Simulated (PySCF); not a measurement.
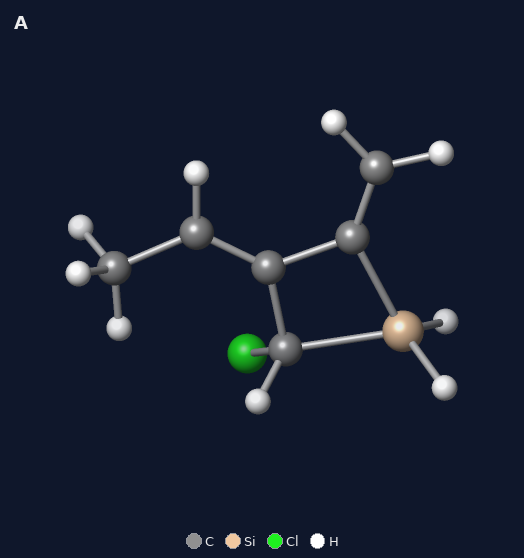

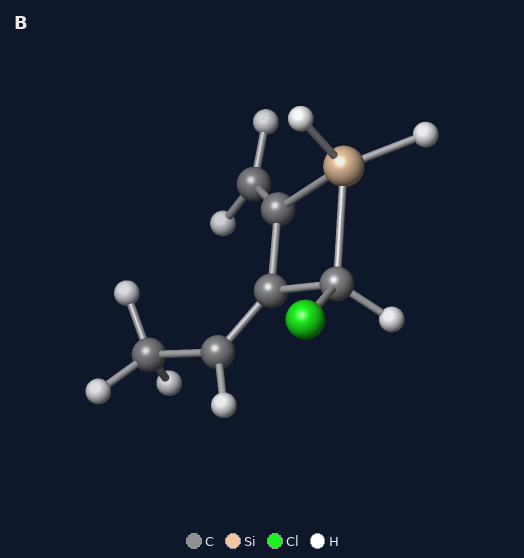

2 stationary structures of one formula. Geometries: GFN2-xTB. Electronic energies: PBE0/pcSseg-1 (PySCF 2.14.0), without zero-point energy. No frequency run is at hand to confirm each as a minimum.

Are they conformers, stereoisomers or constitutional isomers?

Answer. They are stereoisomers of C6H9ClSi: A `C=C1[SiH2][C@H](Cl)/C1=C\C`, B `C=C1[SiH2][C@@H](Cl)/C1=C/C`.

Which structure is the most stable?

Answer. A is lowest; B lies 0.011 eV above it.

The geometry is semi-empirical. Around Si such bond lengths and angles can be off by a tenth of an ångström or more and by several degrees, and values that hang on the shape move with them.
